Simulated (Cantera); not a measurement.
Input: 1 mol SiC, 0.014 mol Si, 0.014 mol N2, held at 8.25 Torr.

Cantera equilibrium calculation (NASA polynomials, part measured and part estimated; ideal gas, pure solids and liquids). Candidate condensed phases: C, Si, SiC, Si3N4; 20 gas species. N2 is the only nitrogen source here; it is nearly inert below about 1500 K, so the nitride shown seldom forms there in practice. Mutual solubility and eutectic melting of coexisting phases are not modelled. The tables' values for SiN are old estimates; treat these amounts as uncertain. Kinetics and transport are ignored.

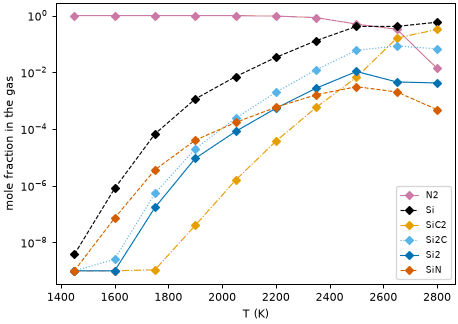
Figure: Equilibrium gas composition (values under 1e-9 drawn at 1e-9)

Task: Read off the mole fractions at 2050 K.

Result: N2 about 0.99, Si about 0.0070, Si2C about 0.00024, SiN about 0.00017, Si2 about 8.2e-5, SiC2 about 1.6e-6.
